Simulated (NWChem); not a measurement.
**CH5GaO (SMILES C[O][GaH2]): levels of theory compared**

Aim: a comparison of 6 runs (HF/STO-3G, HF/3-21G, B3LYP/6-31G*, B3LYP/cc-pVDZ, M06-2X/cc-pVDZ) of CH5GaO. 

The results are computed with NWChem 7.3.0.

5 further runs of the same task are left out: 3 that didn't finish, 2 set aside as unsound or not needed.

### 1 Starting point

CH5GaO: 8 atoms, total charge 0, spin state singlet. As SMILES, `C[O][GaH2]`. The C1–H4 distance was set to 1.425 Å, away from the relaxed value.

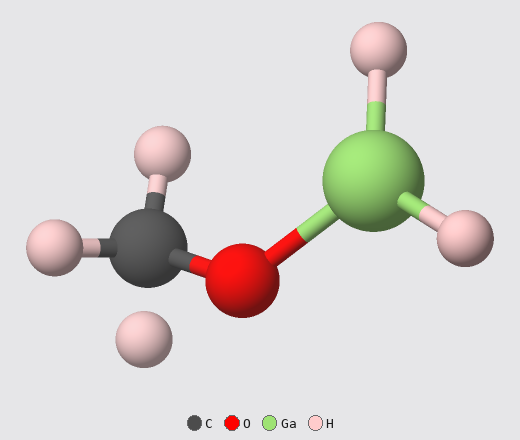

The structure, seen from a chosen angle (carbon dark grey, oxygen red, gallium green, hydrogen pink).

### 2 The energy at HF/STO-3G (run 1)

File job.nw:

```
start job
title "CH5GaO"
memory total 2200 mb
geometry noautosym nocenter noautoz
  C     -0.441795     0.975780    -0.144614
  O     -0.530295    -0.270320     0.491786
  Ga     0.878205    -1.298820     0.857586
  H     -1.200200     0.962000    -1.350600
  H      0.589205     1.259380    -0.398314
  H     -0.855595     1.757380     0.502586
  H      2.268905    -0.729620     0.421186
  H      0.516705    -2.633520     1.568386
end
basis spherical bse
  C library STO-3G
  O library STO-3G
  Ga library STO-3G
  H library STO-3G
end
scf
  thresh 1e-08
  maxiter 80
end
task scf energy
```

The run is started by

```console
$ nwchem job.nw > job.out
```

Output:

```text
[...]
  functions       =    33
[...]
  wavefunction    = RHF
[...]
         Total SCF energy =  -2014.975855430083
      One-electron energy =  -3190.964625585592
      Two-electron energy =    993.036264716610
 Nuclear repulsion energy =    182.952505438899
        Time for solution =      5.0s
[...]
```

Wall time 6 s (1 thread of Intel Xeon Platinum 8223CL at 3.00GHz (Skylake/Cascade Lake), shared host); peak memory 0.099 GiB.

### 3 The energy at HF/3-21G (run 2)

File ch5gao.xyz:

```xyz
8
CH5GaO energy
C     -0.441795     0.975780    -0.144614
O     -0.530295    -0.270320     0.491786
Ga     0.878205    -1.298820     0.857586
H     -1.200200     0.962000    -1.350600
H      0.589205     1.259380    -0.398314
H     -0.855595     1.757380     0.502586
H      2.268905    -0.729620     0.421186
H      0.516705    -2.633520     1.568386
```

File ch5gao.nw:

```
start ch5gao
title "CH5GaO energy"
memory total 2200 mb

geometry units angstrom noautosym nocenter noautoz
load ch5gao.xyz
end

basis spherical bse
C library 3-21G
O library 3-21G
Ga library 3-21G
H library 3-21G
end

scf
nopen 0
rhf
thresh 1e-08
maxiter 80
print medium
end

task scf energy
```

The run is started by

```console
$ nwchem ch5gao.nw > ch5gao.out
```

Output:

```text
[...]
  functions       =    50
[...]
  wavefunction    = RHF
[...]
         Total SCF energy =  -2028.804563213335
      One-electron energy =  -3195.893572907102
      Two-electron energy =    984.136504254867
 Nuclear repulsion energy =    182.952505438899
        Time for solution =      3.2s
[...]
```

It took 3.9 s on 1 thread of Intel Xeon Platinum 8223CL at 3.00GHz (Skylake/Cascade Lake), shared host; peak memory 0.1 GiB.

Runs 3 to 5 aren't shown in full; the table further down has their settings and results.

### 4 The energy at M06-2X/cc-pVDZ (run 6)

File input.xyz:

```xyz
8
CH5GaO energy
C     -0.441795     0.975780    -0.144614
O     -0.530295    -0.270320     0.491786
Ga     0.878205    -1.298820     0.857586
H     -1.200200     0.962000    -1.350600
H      0.589205     1.259380    -0.398314
H     -0.855595     1.757380     0.502586
H      2.268905    -0.729620     0.421186
H      0.516705    -2.633520     1.568386
```

File input.nw:

```
start input
title "CH5GaO energy"
memory stack 880 mb heap 220 mb global 1100 mb

geometry noautosym nocenter noautoz
   load format xyz input.xyz
end

basis spherical bse
   * library cc-pVDZ
end

dft
   xc m06-2x
   grid xfine
   convergence energy 1e-08
   maxiter 100
   mulliken
   noprint "final vectors analysis"
end

task dft energy
```

The run is started by

```console
$ nwchem input.nw > input.out
```

Output:

```text
[...]
          Wavefunction type:  closed shell.
          No. of atoms     :     8
          No. of electrons :    50
[...]
          Charge           :     0
          Spin multiplicity:     1
[...]
          AO basis - number of functions:    80
[...]
              XC Information
              --------------
                       M06-2X Method XC Functional
                     Hartree-Fock (Exact) Exchange  0.540
                        M06-2X Exchange Functional  1.000
                      M06-2X Correlation Potential  1.000
[...]
 d= 0,ls=0.0,diis     1  -2041.0003556065 -2.22D+03  1.15D-02  5.20D-01    15.6
[...]
 d= 0,ls=0.0,diis     8  -2041.0657703701 -8.08D-09  1.38D-06  3.90D-08    90.7
         Total DFT energy =    -2041.065770370068
      One electron energy =    -3205.878234382752
           Coulomb energy =     1072.691877067082
    Exchange-Corr. energy =      -90.831918493296
 Nuclear repulsion energy =      182.952505438899
[...]
      Total Density - Mulliken Population Analysis
     ---------------------------------------------
    Atom       Charge   Shell Charges
 -----------   ------   -------------------------------------------------------
    1 C    6     5.95   2.01  0.67  0.45  1.94  0.79  0.09
    2 O    8     8.51   2.00  0.82  0.95  2.83  1.89  0.01
    3 Ga  31    30.41   2.00  2.00  2.01  0.73  0.30  6.00  6.00  0.91  0.33  9.93  0.20
    4 H    1     0.97   0.63  0.33  0.01
    5 H    1     0.96   0.75  0.18  0.03
    6 H    1     0.95   0.75  0.17  0.03
    7 H    1     1.13   0.70  0.42  0.01
    8 H    1     1.11   0.70  0.40  0.01
[...]
```

It took 91 s on 1 thread of Intel Xeon Platinum 8223CL at 3.00GHz (Skylake/Cascade Lake), shared host; peak memory 0.14 GiB.

### 5 Overview of the runs

```csv
run,level,Cartesian functions,iteration cap,energy (Eh),dipole moment (D),HOMO energy (eV),LUMO energy (eV),wall time
1,HF/STO-3G,no,80,-2014.975855,0.99,-7.36,5.27,6 s
2,HF/3-21G,no,80,-2028.804563,1.89,-10.61,1.48,3.9 s
3,B3LYP/6-31G* (Cartesian functions),yes,100,-2040.926059,–,–,–,40 s
4,B3LYP/6-31G* (spherical functions),no,100,-2040.918652,1.36,-7.32,-1.51,34 s
5,B3LYP/cc-pVDZ,no,100,-2041.174665,1.31,-7.32,-1.49,81 s
6,M06-2X/cc-pVDZ,no,100,-2041.065770,1.39,–,–,91 s
```

### 6 Results

| quantity | value |
| --- | --- |
| run 6: total energy | -2041.06577 Eh |
| run 6: dipole moment | 1.39 D |

In words: Over runs 1, 2, 4, 5, 6 the dipole moment (its size) runs from 0.99 D (HF/STO-3G) to 1.89 D (HF/3-21G). Over runs 1, 2, 4, 5 the HOMO–LUMO gap runs from 5.81 eV (B3LYP/6-31G*) to 12.62 eV (HF/STO-3G). The two ends differ in method and basis. Totals of different functionals can't be ranked against each other. In run 1 the basis is minimal, so the values are rough. All runs together took 4.3 min, the longest 91 s.
